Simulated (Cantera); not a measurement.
Feed: 1 mol SiHCl3, 0.0054 mol Cl2, 40 mol N2, held at 1.00 bar.

Method: chemical equilibrium by Gibbs-energy minimisation in Cantera with the NASA 1993 tables (ideal gas, pure condensed phases). Candidate condensed phases: NH4Cl, Si, Si3N4; 28 gas species. N2 is the only nitrogen source here; it is nearly inert below about 1500 K, so the nitride shown seldom forms there in practice. The tables' values for SiCl3 are old estimates; treat these amounts as uncertain. Rates play no part.

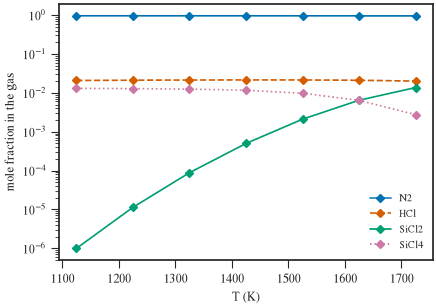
*Equilibrium gas composition (values under 1e-9 drawn at 1e-9)*

From 1125 K to 1725 K the condensed part is Si3N4(s). The main Si-bearing gas is SiCl4 at 1125 K and SiCl2 at 1725 K. The share of Si in condensed phases is highest at 1225 K (46.3 %) and lowest at 1725 K (12.5 %).
